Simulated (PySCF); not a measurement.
# C4H11FSi2: runs on many settings

Aim: see how C4H11FSi2 (`F[C@H]1C[Si@H](C[SiH3])C1`) answers to the choice of functional, basis, grid and SCF options, and what happens with inputs that are wrong on purpose.

Programs: PySCF 2.14.0, with density-fitted response routines of our own. Each step states its level of theory. These are calculated values for one molecule in the gas phase, unless marked as measured. Atoms count from 0, in the outputs and in this text.

**1. Starting geometry**

18 atoms, charge 0, multiplicity 1; geometry from: GFN2-xTB.

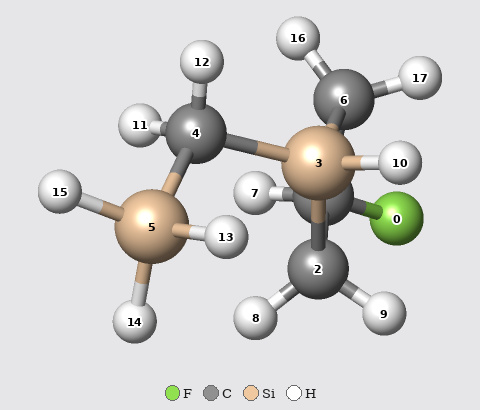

As it starts; fluorine green, carbon grey, silicon light orange, hydrogen white, atoms numbered.

**2. Shielding tensors: PBE0/pcSseg-1**

Job settings and geometry (Å):

```
{"job": {"kind": "nmr", "xc": "PBE0", "basis": "pcSseg-1"}, "charge": 0, "multiplicity": 1}
F     -3.432199    -0.302258    -1.047902
C     -2.200786    -0.439716    -0.438557
C     -1.057246    -0.573667    -1.453179
Si    -0.067644     0.793061    -0.551121
C      1.377844     0.198961     0.519059
Si     2.894324    -0.413803    -0.452764
C     -1.777183     0.828320     0.313886
H     -2.292810    -1.312193     0.215880
H     -0.651512    -1.579532    -1.523295
H     -1.404001    -0.286650    -2.443161
H      0.263139     1.975752    -1.352525
H      1.038177    -0.596931     1.182160
H      1.687398     1.019844     1.164685
H      3.359600     0.653723    -1.338797
H      2.540411    -1.595562    -1.239853
H      3.958976    -0.765376     0.492076
H     -1.840455     0.737290     1.395060
H     -2.404793     1.665055     0.017171
```

Level: GIAO PBE0/pcSseg-1 NMR shielding, non-relativistic, gas phase.

Launch:

```sh
> OMP_NUM_THREADS=1 python probes_run.py task.json out
```

This one command runs all jobs of the session in turn.

The log of the run:

```text
coarse grid: 15504 points
cycle   1  E = -837.1490608172  dE =  5.195e-01  |g| = 6.238e-01  |ddm| = 3.718e+00
cycle   2  E = -837.1144918327  dE =  3.457e-02  |g| = 7.733e-01  |ddm| = 1.044e+00
cycle   3  E = -837.2305917154  dE = -1.161e-01  |g| = 5.384e-02  |ddm| = 5.911e-01
cycle   4  E = -837.2308780269  dE = -2.863e-04  |g| = 3.201e-02  |ddm| = 5.264e-02
cycle   5  E = -837.2310777810  dE = -1.998e-04  |g| = 4.872e-03  |ddm| = 2.789e-02
cycle   6  E = -837.2310834263  dE = -5.645e-06  |g| = 9.891e-04  |ddm| = 6.294e-03
final grid: 139384 points
cycle   7  E = -837.2783364336  dE = -3.195e-05  |g| = 8.519e-03  |ddm| = 2.450e-02
cycle   8  E = -837.2783222821  dE =  1.415e-05  |g| = 1.178e-02  |ddm| = 1.675e-02
cycle   9  E = -837.2783541618  dE = -3.188e-05  |g| = 9.786e-04  |ddm| = 9.408e-03
cycle  10  E = -837.2783542961  dE = -1.343e-07  |g| = 2.815e-04  |ddm| = 8.555e-04
cycle  11  E = -837.2783543086  dE = -1.245e-08  |g| = 4.181e-05  |ddm| = 2.175e-04
cycle  12  E = -837.2783543089  dE = -3.490e-10  |g| = 1.486e-05  |ddm| = 5.435e-05
converged SCF energy = -837.2783543089

GIAO shielding tensors (ppm)
atom      isotropic    diamagn.    paramagn.     s11        s22        s33       span
  0 F      332.795     468.631    -135.836    273.914    359.373    365.098     91.183
  1 C       96.630     250.391    -153.761     60.576     81.784    147.531     86.954
  2 C      161.876     254.558     -92.682    136.447    155.487    193.694     57.247
  3 Si     377.591     880.414    -502.823    318.249    368.152    446.372    128.123
  4 C      194.963     258.654     -63.691    186.257    197.671    200.960     14.703
  5 Si     426.250     878.803    -452.553    404.833    407.167    466.749     61.916
  6 C      159.658     254.716     -95.058    133.638    155.714    189.621     55.983
  7 H       26.374      31.701      -5.327     23.133     27.557     28.432      5.299
  8 H       29.792      32.234      -2.442     25.735     28.540     35.100      9.365
  9 H       29.768      30.773      -1.005     26.439     28.450     34.415      7.976
 10 H       26.757      29.844      -3.088     22.889     25.843     31.538      8.649
 11 H       31.841      34.011      -2.170     26.543     30.078     38.904     12.360
 12 H       31.631      31.474       0.157     26.302     29.092     39.499     13.197
 13 H       27.836      28.165      -0.329     24.210     26.185     33.111      8.901
 14 H       27.795      28.682      -0.887     23.983     26.977     32.425      8.442
 15 H       27.554      27.739      -0.185     23.864     25.160     33.638      9.774
 16 H       29.820      31.880      -2.060     26.217     27.852     35.390      9.173
 17 H       29.716      30.622      -0.906     26.508     28.099     34.541      8.033
```

It took 50 s on 1 thread of Arm Neoverse N1, shared host; peak memory 0.84 GiB.

The references, computed at this level on geometries of the same kind, shield at (ppm): ¹H TMS 31.72, ¹³C TMS 186.9, ²⁹Si TMS 349.2, ¹⁹F CFCl3 170.9. Their shielding less the atom's gives the shift. The references are single molecules in the gas phase, so shifts against H2O, NH3, PH3, H3PO4 or CFCl3 are not on the usual liquid scales and can be off by tens of ppm. Atoms listed in one row are averaged.

| atoms | environment | σ (ppm) | δ (ppm) | δ scaled to CDCl3 |
| --- | --- | --- | --- | --- |
| C1 | sp3 CH bonded to F | 96.6 | 90.3 | 86.2 |
| C2, C6 | sp3 CH2 bonded to Si | 160.8 | 26.2 | 23.6 |
| C4 | sp3 CH2 bonded to 2 Si | 195.0 | -8.0 | -9.8 |
| H7 | hydrogen on an sp3 CH bonded to F | 26.37 | 5.34 | 5.14 |
| H10 | hydrogen on a silicon bonded to 3 C, in a 4-membered ring | 26.76 | 4.96 | – |
| H13, H14, H15 | hydrogen on a silicon bonded to C | 27.73 | 3.99 | – |
| H9, H17 | hydrogen on an sp3 CH2 bonded to Si | 29.74 | 1.97 | 1.97 |
| H8, H16 | hydrogen on an sp3 CH2 bonded to Si | 29.81 | 1.91 | 1.91 |
| H11, H12 | hydrogen on an sp3 CH2 bonded to 2 Si | 31.74 | -0.02 | 0.09 |
| F0 | fluorine on an sp3 carbon | 332.8 | -161.8 | – |
| Si3 | silicon bonded to 3 C, H, in a 4-membered ring | 377.6 | -28.4 | – |
| Si5 | silicon bonded to C, 3 H | 426.2 | -77.1 | – |

The scaled column applies a straight-line fit of computed shieldings to shifts measured in CDCl3; 19F shifts take a fit of their own (root-mean-square error 0.16 ppm for H, 1.9 ppm for C).

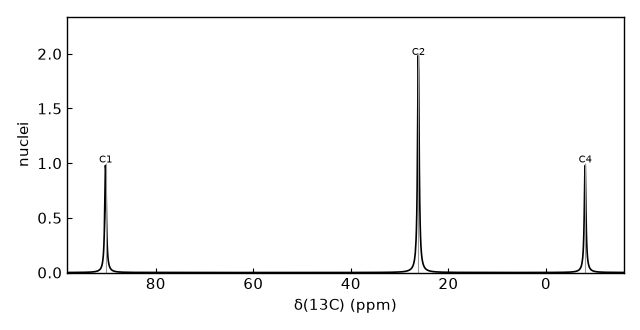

¹³C lines at the computed shifts, without couplings. Lines are broadened to a width of 0.39 ppm (Lorentzian).

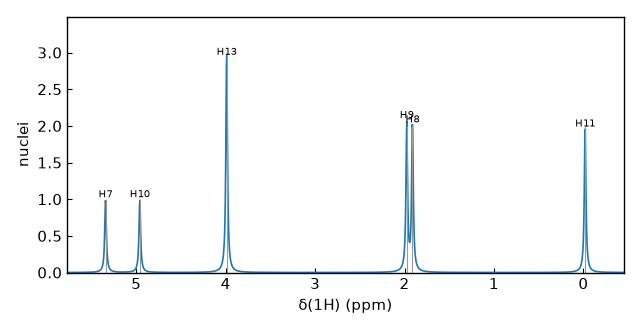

¹H lines at the computed shifts, without couplings. Lines are broadened to a width of 0.02 ppm (Lorentzian).

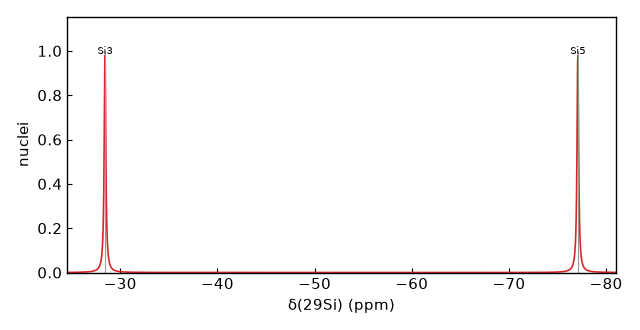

²⁹Si lines at the computed shifts, without couplings. Lines are broadened to a width of 0.19 ppm (Lorentzian).

Charges from the same density, by scheme (e):

| atoms | Mulliken | IAO | Hirshfeld | ESP fit |
| --- | --- | --- | --- | --- |
| F0 | -0.34 | -0.33 | -0.13 | -0.33 |
| C1 | 0.18 | 0.19 | 0.06 | 0.62 |
| C2, C6 | -0.51 | -0.57 | -0.18 | -0.65 |
| Si3 | 0.80 | 0.89 | 0.38 | 0.69 |
| C4 | -0.85 | -0.82 | -0.25 | -0.54 |
| Si5 | 0.49 | 0.61 | 0.32 | 0.43 |

Mulliken charges:

F0 -0.34; C1 0.18; C2 -0.51; Si3 0.80; C4 -0.85; Si5 0.49; C6 -0.51; H7 0.09; H8 0.14; H9 0.15; H10 -0.06; H11 0.17; H12 0.18; H13 -0.08; H14 -0.08; H15 -0.08; H16 0.14; H17 0.15

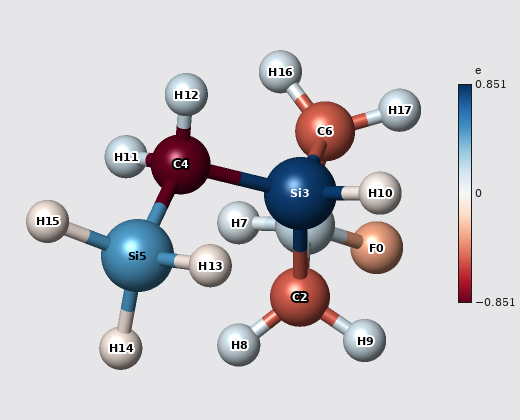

Mulliken charges, as colours on the atoms.

Mayer bond orders: F0–C1 0.88, C1–C2 1.00, C2–Si3 0.93, Si3–C4 0.93, C4–Si5 0.92, Si3–C6 0.92, C6–C1 1.00.

Ring of atoms C1, C2, Si3, C6: NICS(0) 0.3, NICS(1) -1.3, NICS(1)zz 4.2 ppm (means of both faces). The ring holds saturated atoms, so no π current runs round it: these values come from its σ bonds, any local π bonds and neighbouring rings, and say nothing of aromaticity.

**3. Ultraviolet spectrum: PBE0/def2-SVPD**

The job, as its differences from that of step 2:

```diff
@@ -1,2 +1,2 @@
-{"job": {"kind": "nmr", "xc": "PBE0", "basis": "pcSseg-1"}, "charge": 0, "multiplicity": 1}
+{"job": {"kind": "uv", "xc": "PBE0", "basis": "def2-SVPD", "nstates": 6, "ntriplets": 2}, "charge": 0, "multiplicity": 1}
 F     -3.432199    -0.302258    -1.047902
```

Method: TDDFT PBE0/def2-SVPD, vertical, gas phase, core orbitals frozen in the response.

The log of the run:

```text
coarse grid: 15504 points
cycle   1  E = -836.7915791817  dE =  4.696e-01  |g| = 5.822e-01  |ddm| = 5.262e+00
cycle   2  E = -836.7566809039  dE =  3.490e-02  |g| = 7.266e-01  |ddm| = 1.455e+00
cycle   3  E = -836.8673523665  dE = -1.107e-01  |g| = 6.179e-02  |ddm| = 7.741e-01
cycle   4  E = -836.8677947957  dE = -4.424e-04  |g| = 3.350e-02  |ddm| = 8.829e-02
cycle   5  E = -836.8680235829  dE = -2.288e-04  |g| = 5.061e-03  |ddm| = 4.230e-02
cycle   6  E = -836.8680301163  dE = -6.533e-06  |g| = 1.402e-03  |ddm| = 1.131e-02
final grid: 139384 points
cycle   7  E = -836.9760320418  dE = -2.974e-05  |g| = 8.849e-03  |ddm| = 1.038e-01
cycle   8  E = -836.9760155521  dE =  1.649e-05  |g| = 1.236e-02  |ddm| = 2.456e-02
cycle   9  E = -836.9760516055  dE = -3.605e-05  |g| = 9.841e-04  |ddm| = 1.345e-02
cycle  10  E = -836.9760517718  dE = -1.664e-07  |g| = 2.156e-04  |ddm| = 1.128e-03
cycle  11  E = -836.9760517805  dE = -8.717e-09  |g| = 3.489e-05  |ddm| = 3.857e-04
cycle  12  E = -836.9760517809  dE = -3.504e-10  |g| = 1.284e-05  |ddm| = 1.047e-04
converged SCF energy = -836.9760517809

Static polarisability (au): isotropic 99.910, principal 87.031 91.280 121.419

Singlet excitations
state   eV       nm        f      main configurations
  1   7.0802    175.1   0.05561   H-1->L 0.34, H->L 0.29, H->L+1 0.22
  2   7.1641    173.1   0.02526   H->L 0.66, H->L+1 0.15, H-1->L 0.14
  3   7.2104    172.0   0.09710   H->L+1 0.56, H-1->L 0.34
  4   7.4116    167.3   0.00637   H-1->L+1 0.81, H-1->L 0.12
  5   7.5552    164.1   0.01941   H->L+2 0.66, H->L+3 0.27
  6   7.7074    160.9   0.00825   H-1->L+2 0.66, H-1->L+3 0.25

Triplet excitations (Tamm-Dancoff, eV): 6.4142 6.7548
```

Wall time 82 s (1 thread of Arm Neoverse N1, shared host); peak memory 0.98 GiB.

The orbitals next to the gap, with their largest atomic shares:

| orbital | eV | atoms |
| --- | --- | --- |
| HOMO−3 | -9.09 | F0 28 %, C1 18 %, C2 16 % |
| HOMO−2 | -8.96 | C4 22 %, Si3 16 %, H10 10 % |
| HOMO−1 | -8.16 | C2 29 %, Si3 17 %, C1 12 % |
| HOMO | -7.97 | C6 33 %, Si3 19 %, C2 11 % |
| LUMO | 0.18 | Si5 26 %, Si3 18 %, C4 10 % |
| LUMO+1 | 0.27 | Si5 19 %, Si3 19 %, C4 12 % |
| LUMO+2 | 0.78 | Si5 21 %, C1 9 %, H7 8 % |

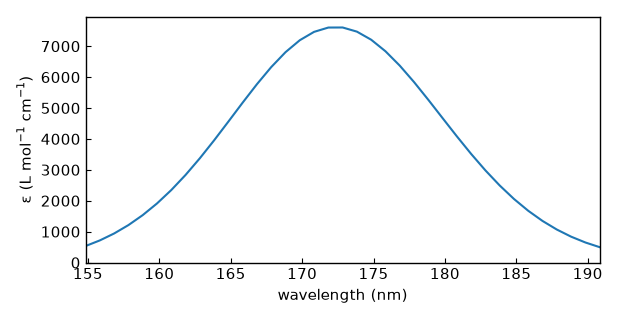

Absorption spectrum: each of the 6 states is a Gaussian band of 0.4 eV half-width at 1/e. Beyond the last state computed it falls off for lack of states.

Further results of this job:

| property | computed |
| --- | --- |
| dipole moment (D) | 2.25 |
| polarisability (Å³) | 14.81 |
| HOMO–LUMO gap (eV) | 8.15 |
| −ε(HOMO) (eV) | 7.97 |

**4. NMR shieldings: PBE0/pcSseg-1**

The job, as its differences from that of step 3:

```diff
@@ -1,2 +1,2 @@
-{"job": {"kind": "uv", "xc": "PBE0", "basis": "def2-SVPD", "nstates": 6, "ntriplets": 2}, "charge": 0, "multiplicity": 1}
+{"job": {"kind": "nmr", "xc": "PBE0", "basis": "pcSseg-1", "pop": false, "scf": {"max_cycle": 2, "aux": "cc-pvdz-ri"}}, "charge": 0, "multiplicity": 1}
 F     -3.432199    -0.302258    -1.047902
```

Method: GIAO PBE0/pcSseg-1 NMR shielding, non-relativistic, gas phase.

The log of the run:

```text
final grid: 139384 points
cycle   1  E = -837.2312464578  dE =  5.198e-01  |g| = 6.208e-01  |ddm| = 3.715e+00
cycle   2  E = -837.1975145267  dE =  3.373e-02  |g| = 7.710e-01  |ddm| = 1.035e+00
SCF not converged, last energy = -837.1975145267
```

Run time: 7.6 s. Hardware: 1 thread of Arm Neoverse N1, shared host; peak memory 0.65 GiB.

**What went wrong.** The cap of 2 cycles ended the SCF at a gradient of 7.7e-01. The remedy is to raise the cap. Numbers printed on the way are no properties of the molecule.

**5. Excited states and response: wB97X/def2-SVPD**

The job, as its differences from that of step 4:

```diff
@@ -1,2 +1,2 @@
-{"job": {"kind": "nmr", "xc": "PBE0", "basis": "pcSseg-1", "pop": false, "scf": {"max_cycle": 2, "aux": "cc-pvdz-ri"}}, "charge": 0, "multiplicity": 1}
+{"job": {"kind": "uv", "xc": "wB97X", "basis": "def2-SVPD", "nstates": 1, "ntriplets": 2, "tda": true, "scf": {"guess": "atom"}}, "charge": 0, "multiplicity": 1}
 F     -3.432199    -0.302258    -1.047902
```

With the program's defaults for keys left out, this is: TDA wB97X/def2-SVPD, vertical, gas phase, core orbitals frozen in the response.

The log of the run:

```text
final grid: 139384 points
cycle   1  E = -837.2693235547  dE =  2.152e+00  |g| = 8.329e-01  |ddm| = 5.563e+00
cycle   2  E = -837.3480029603  dE = -7.868e-02  |g| = 6.447e-01  |ddm| = 1.920e+00
cycle   3  E = -837.4387750549  dE = -9.077e-02  |g| = 6.375e-02  |ddm| = 7.923e-01
cycle   4  E = -837.4394674791  dE = -6.924e-04  |g| = 4.022e-02  |ddm| = 1.332e-01
cycle   5  E = -837.4397839468  dE = -3.165e-04  |g| = 5.689e-03  |ddm| = 6.063e-02
cycle   6  E = -837.4397941924  dE = -1.025e-05  |g| = 1.206e-03  |ddm| = 1.638e-02
cycle   7  E = -837.4397948664  dE = -6.740e-07  |g| = 4.204e-04  |ddm| = 4.718e-03
cycle   8  E = -837.4397949476  dE = -8.119e-08  |g| = 1.121e-04  |ddm| = 1.326e-03
cycle   9  E = -837.4397949537  dE = -6.087e-09  |g| = 3.560e-05  |ddm| = 4.029e-04
cycle  10  E = -837.4397949544  dE = -6.271e-10  |g| = 7.963e-06  |ddm| = 1.441e-04
converged SCF energy = -837.4397949544

Static polarisability (au): isotropic 98.492, principal 86.620 90.555 118.301

Singlet excitations
state   eV       nm        f      main configurations
  1   7.6930    161.2   0.04654   H->L+1 0.31, H-1->L+1 0.24, H-1->L 0.19

Triplet excitations (Tamm-Dancoff, eV): 6.9605 7.3486
```

Wall time 82 s (1 thread of Arm Neoverse N1, shared host); peak memory 1.2 GiB.

Key values: HOMO -10.33 eV, LUMO 1.98 eV; lowest singlet 7.69 eV.

**6. Shielding tensors: HCTH407/3-21G**

The job, as its differences from that of step 5:

```diff
@@ -1,2 +1,2 @@
-{"job": {"kind": "uv", "xc": "wB97X", "basis": "def2-SVPD", "nstates": 1, "ntriplets": 2, "tda": true, "scf": {"guess": "atom"}}, "charge": 0, "multiplicity": 1}
+{"job": {"kind": "nmr", "xc": "HCTH407", "basis": "3-21G", "pop": true}, "charge": 0, "multiplicity": 1}
 F     -3.432199    -0.302258    -1.047902
```

With the program's defaults for keys left out, this is: GIAO HCTH407/3-21G NMR shielding, non-relativistic, gas phase.

The log of the run:

```text
coarse grid: 15504 points
cycle   1  E = -833.2264989680  dE = -5.230e-02  |g| = 7.289e-01  |ddm| = 3.907e+00
cycle   2  E = -833.0687528368  dE =  1.577e-01  |g| = 1.111e+00  |ddm| = 2.093e+00
cycle   3  E = -833.3457830033  dE = -2.770e-01  |g| = 7.862e-02  |ddm| = 1.333e+00
cycle   4  E = -833.3466048050  dE = -8.218e-04  |g| = 4.881e-02  |ddm| = 1.408e-01
cycle   5  E = -833.3471206711  dE = -5.159e-04  |g| = 5.298e-03  |ddm| = 6.352e-02
cycle   6  E = -833.3471327465  dE = -1.208e-05  |g| = 1.429e-03  |ddm| = 1.365e-02
cycle   7  E = -833.3471334135  dE = -6.671e-07  |g| = 4.310e-04  |ddm| = 2.826e-03
final grid: 139384 points
cycle   8  E = -833.4198333521  dE = -4.215e-05  |g| = 8.481e-03  |ddm| = 2.844e-02
cycle   9  E = -833.4198051752  dE =  2.818e-05  |g| = 1.362e-02  |ddm| = 2.518e-02
cycle  10  E = -833.4198515541  dE = -4.638e-05  |g| = 1.375e-03  |ddm| = 1.673e-02
cycle  11  E = -833.4198518512  dE = -2.970e-07  |g| = 3.161e-04  |ddm| = 1.898e-03
cycle  12  E = -833.4198518714  dE = -2.024e-08  |g| = 6.668e-05  |ddm| = 5.097e-04
cycle  13  E = -833.4198518730  dE = -1.546e-09  |g| = 1.889e-05  |ddm| = 1.272e-04
cycle  14  E = -833.4198518731  dE = -1.110e-10  |g| = 3.815e-06  |ddm| = 3.240e-05
converged SCF energy = -833.4198518731

GIAO shielding tensors (ppm)
atom      isotropic    diamagn.    paramagn.     s11        s22        s33       span
  0 F      340.531     462.177    -121.646    279.508    355.439    386.647    107.139
  1 C      123.583     246.359    -122.776     93.437    114.250    163.063     69.626
  2 C      182.825     250.678     -67.853    160.569    175.558    212.347     51.778
  3 Si     498.391     874.847    -376.456    443.488    482.519    569.165    125.678
  4 C      214.441     252.494     -38.053    207.362    216.280    219.682     12.321
  5 Si     516.816     875.444    -358.628    495.085    506.970    548.394     53.308
  6 C      181.427     251.173     -69.746    159.479    175.799    209.004     49.525
  7 H       27.709      29.991      -2.282     23.862     27.750     31.515      7.652
  8 H       31.253      30.859       0.394     26.650     29.954     37.156     10.506
  9 H       31.276      32.776      -1.500     27.485     29.762     36.581      9.096
 10 H       28.520      29.628      -1.108     24.300     27.555     33.706      9.405
 11 H       33.586      31.136       2.450     27.672     31.837     41.249     13.577
 12 H       33.534      30.907       2.626     27.495     31.077     42.029     14.533
 13 H       29.527      28.665       0.862     25.650     27.959     34.973      9.323
 14 H       29.476      28.821       0.655     25.372     28.661     34.396      9.024
 15 H       29.213      28.558       0.655     25.329     26.833     35.478     10.150
 16 H       31.247      30.878       0.369     27.132     29.096     37.511     10.379
 17 H       31.234      32.846      -1.612     27.540     29.306     36.856      9.316
```

It took 23 s on 1 thread of Arm Neoverse N1, shared host; peak memory 0.51 GiB.

This run: δ C1 81.4, C2 22.8, C4 -9.5, F0 -173.1, H7 5.56, H10 4.75 ppm (means over like atoms).

**7. Run by run: NMR shifts**

Shifts (ppm) of some atoms, chosen among heavy atoms and hydrogens apart, means over like atoms, with basis size and wall time:

| run | C1 | C2 | H7 | H11 | F0 | Si3 | Si5 | functions | time |
| --- | --- | --- | --- | --- | --- | --- | --- | --- | --- |
| PBE0/pcSseg-1 | 90.3 | 26.2 | 5.34 | -0.02 | -161.8 | -28.4 | -77.1 | 188 | 50 s |
| HCTH407/3-21G | 81.4 | 22.8 | 5.56 | -0.29 | -173.1 | -20.4 | -38.9 | 93 | 23 s |

**8. Run by run: electronic excitations**

Excitations and ground-state properties, with basis size and wall time:

| run | lowest singlet (eV) | brightest (eV) | f | gap (eV) | α (Å³) | μ (D) | functions | time |
| --- | --- | --- | --- | --- | --- | --- | --- | --- |
| PBE0/def2-SVPD | 7.08 | 7.21 | 0.097 | 8.15 | 14.81 | 2.25 | 239 | 82 s |
| wB97X/def2-SVPD | 7.69 | 7.69 | 0.047 | 12.31 | 14.60 | 2.33 | 239 | 82 s |

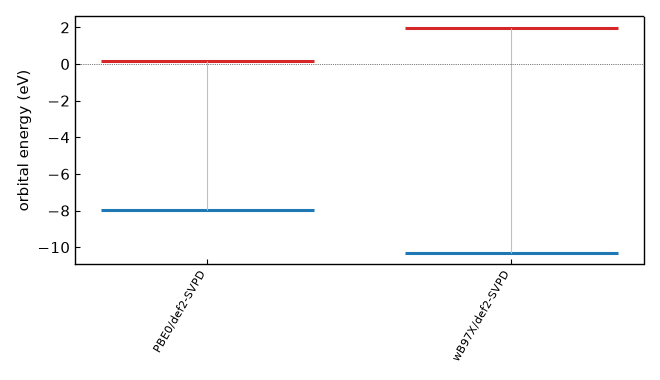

HOMO (blue) and LUMO (red) run by run.

**9. What came out**

| quantity | value |
| --- | --- |
| ¹³C shifts against TMS (PBE0/pcSseg-1, means over atoms taken as alike) | 90.3, 26.2, -8.0 ppm |
| ¹H shifts against TMS (PBE0/pcSseg-1, means over atoms taken as alike) | 5.34, 4.96, 3.99, 1.97, 1.91, -0.02 ppm |
| ¹⁹F shifts against CFCl3 (PBE0/pcSseg-1) | -161.8 ppm |
| ²⁹Si shifts against TMS (PBE0/pcSseg-1) | -28.4, -77.1 ppm |
| lowest singlet (PBE0/def2-SVPD) | 7.08 eV (175 nm), f = 0.056 |
| brightest single state of those computed | state 3, 7.21 eV, f = 0.097 |
| lowest triplet | 6.41 eV |
| range of the shift of Si5 | -77.1 to -38.9 ppm |
| range of the lowest singlet | 7.08 to 7.69 eV |
| property runs in this session | 5, of which 1 failed and 0 gave unsound results |

**Reading.** Single values in the summary come from the first sound run of each kind (PBE0/pcSseg-1; PBE0/def2-SVPD), which need not be the best level. At PBE0/pcSseg-1: Shielding is most anisotropic at Si3 (span 128 ppm, paramagnetic term -503 ppm). The first singlet state (HOMO−1→LUMO 0.34, HOMO→LUMO 0.29) lies at 7.08 eV and is bright; of the 6 states computed, the strongest absorption comes from state 3 at 7.21 eV. The lowest triplet lies 0.67 eV below the lowest singlet (triplets in Tamm-Dancoff, singlets in full TDDFT). In ppm, Si5 moves most: its shift spreads over 38.2 ppm, from -77.1 (PBE0/pcSseg-1) to -38.9 (HCTH407/3-21G). The lowest singlet runs from 7.08 eV (PBE0/def2-SVPD) to 7.69 eV (wB97X/def2-SVPD), while the orbital gap spans 8.15 to 12.31 eV: the excitation energy moves far less from run to run than the orbital gap does. Some runs use the Tamm-Dancoff approximation and others full TDDFT, which shifts states apart from functional and basis. The lowest state need not be the same one in every run. The runs solved for a few states only, so the brightest column depends on that window.
